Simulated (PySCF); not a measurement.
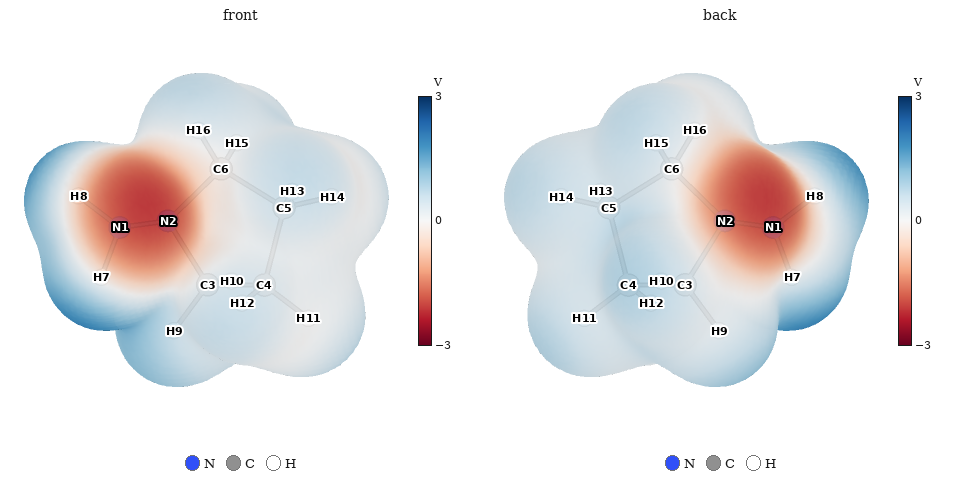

The picture shows: C₄H₁₀N₂ (SMILES NN1CCCC1). The molecular electrostatic potential painted on the density surface at 0.004 e/bohr³, seen from the front and from behind; red is negative and blue positive.

Geometry: GFN2-xTB.

Computed with PBE0/pcSseg-1, SCF density, gas phase, non-relativistic (PySCF 2.14.0).

```yaml
atoms:
  - { symbol: N, position_ang: [1.7371, 0.4258, -0.7321] }
  - { symbol: N, position_ang: [0.9773, 0.2157, 0.4988] }
  - { symbol: C, position_ang: [0.3206, -1.0810, 0.4994] }
  - { symbol: C, position_ang: [-0.9044, -0.9334, -0.4122] }
  - { symbol: C, position_ang: [-1.3703, 0.4950, -0.1102] }
  - { symbol: C, position_ang: [-0.1316, 1.1720, 0.5250] }
  - { symbol: H, position_ang: [2.1351, -0.4665, -1.0123] }
  - { symbol: H, position_ang: [2.5183, 1.0273, -0.4725] }
  - { symbol: H, position_ang: [1.0052, -1.8720, 0.1903] }
  - { symbol: H, position_ang: [0.0062, -1.2743, 1.5290] }
  - { symbol: H, position_ang: [-1.6666, -1.6823, -0.2082] }
  - { symbol: H, position_ang: [-0.5941, -1.0195, -1.4538] }
  - { symbol: H, position_ang: [-1.6863, 1.0132, -1.0131] }
  - { symbol: H, position_ang: [-2.2030, 0.4923, 0.5926] }
  - { symbol: H, position_ang: [-0.3192, 1.4216, 1.5721] }
  - { symbol: H, position_ang: [0.1680, 2.0751, -0.0040] }
```

> Which sites attract a positive test charge, and which a negative one?

A positive charge is drawn to the negative regions and a negative charge to the positive ones. The most negative region (about −2.1 V) lies over N1 and N2, the most positive (about +1.9 V) over H7.

> How polar is the molecule by this calculation?

Its dipole moment is 0.72 D.
